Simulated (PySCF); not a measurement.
# C6H9BP (SMILES C=CB(P)C1=CC[CH]1) (doublet): what the fields show

```yaml
atoms:
  - { symbol: C, position_ang: [-3.0236, 0.4142, -0.2746] }
  - { symbol: C, position_ang: [-1.7132, 0.4014, -0.5148] }
  - { symbol: B, position_ang: [-0.6726, -0.3439, 0.3591] }
  - { symbol: P, position_ang: [-1.2089, -1.7085, 1.5536] }
  - { symbol: C, position_ang: [0.7979, 0.1204, 0.3668] }
  - { symbol: C, position_ang: [1.8940, -0.1319, 1.2083] }
  - { symbol: C, position_ang: [2.7980, 0.7536, 0.3852] }
  - { symbol: C, position_ang: [1.5631, 0.9608, -0.4584] }
  - { symbol: H, position_ang: [-3.4420, -0.1367, 0.5563] }
  - { symbol: H, position_ang: [-3.7267, 0.9786, -0.8682] }
  - { symbol: H, position_ang: [-1.3544, 0.9894, -1.3540] }
  - { symbol: H, position_ang: [-0.1262, -2.5575, 1.4239] }
  - { symbol: H, position_ang: [-2.0319, -2.4444, 0.7216] }
  - { symbol: H, position_ang: [2.0460, -0.6908, 2.1105] }
  - { symbol: H, position_ang: [3.1767, 1.6435, 0.8905] }
  - { symbol: H, position_ang: [3.6314, 0.2499, -0.1074] }
  - { symbol: H, position_ang: [1.3854, 1.5139, -1.3588] }
```

Geometry: GFN2-xTB.

Computed with PySCF, UKS B3LYP, pcH-1 on B C H P, non-relativistic, mean-field spin-orbit, GIAO.

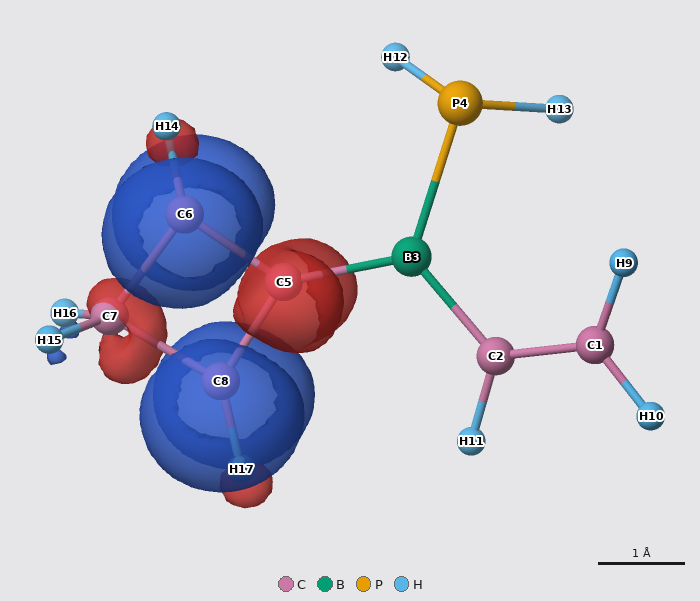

Figure 1. Isosurfaces of the spin density at +0.02 (blue) and −0.02 e/Å³ (red), seen at a tilt.

Question: Where is the unpaired spin?

Answer: The unpaired spin (1 electron) lies mostly on C8 (about 0.4) and C6 (about 0.4), in electrons by Hirshfeld's partition.

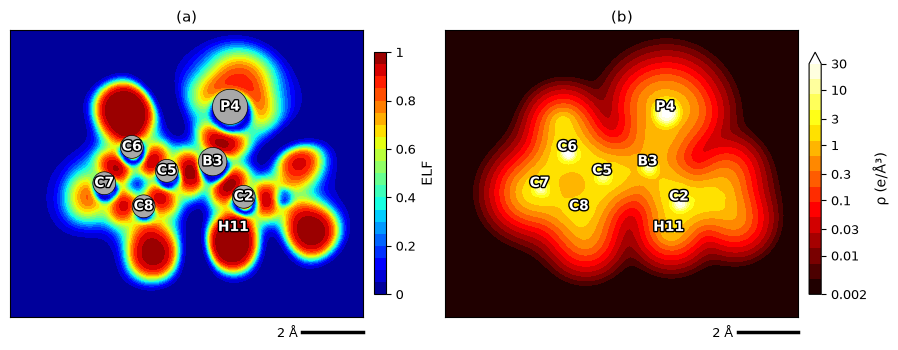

Figure 2. (a) electron localisation function; (b) total electron density on the plane of atoms P4, B3 and C5. Grey discs cover the atomic cores in the ELF map.

Question: What do the fields say about this system?

Answer: The plane passes through C, B, P and H nuclei.
C–B (1.54 Å): ρ is about 1.2 e/Å³ halfway; the ELF peaks at about 0.95 between the atoms (a covalent bond).
B–P (1.89 Å): the density is about 0.99 e/Å³ at the midpoint; the ELF peaks at about 0.95 between the atoms (a covalent bond).
C–H (1.09 Å): the density is about 2.1 e/Å³ at the midpoint; the ELF climbs to about 1 towards the hydrogen, as it does in any bond to H.
C–C (1.40 Å): the density is about 1.8 e/Å³ at the midpoint; the ELF peaks at about 0.85 between the atoms; a covalent bond.
C–C (1.51 Å): ρ at the midpoint is about 1.6 e/Å³; the ELF peaks at about 0.95 between the atoms (a covalent bond).
The ELF also peaks beside P4, away from the bonds: non-bonding electrons, paired or unpaired.

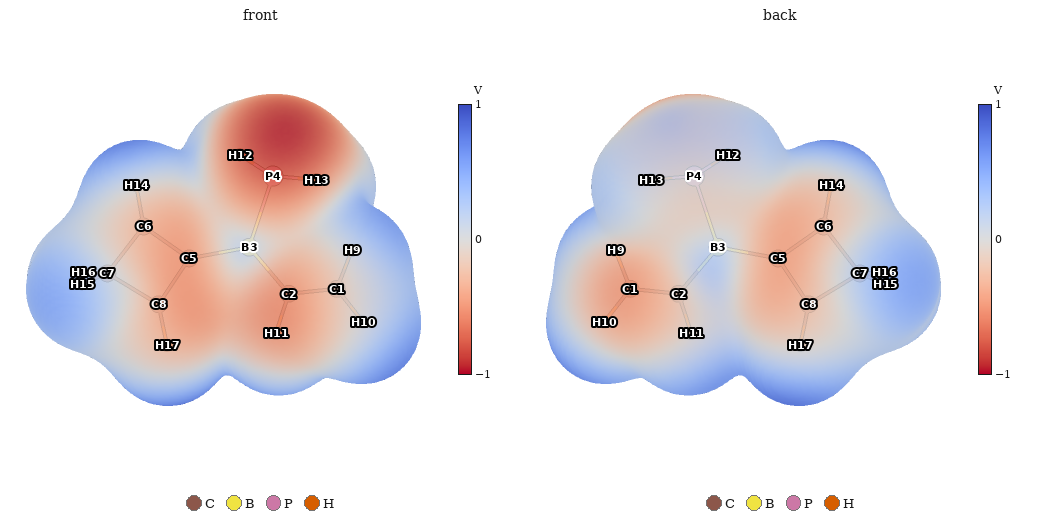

Figure 3. The molecular electrostatic potential painted on the density surface at 0.001 e/bohr³, seen from the front and from behind; the colour scale runs from red (negative) to blue (positive).

Question: Where is the surface potential most negative and most positive?

Answer: The most negative region (about −0.9 V) lies over P4, the most positive (about +0.7 V) over H17.
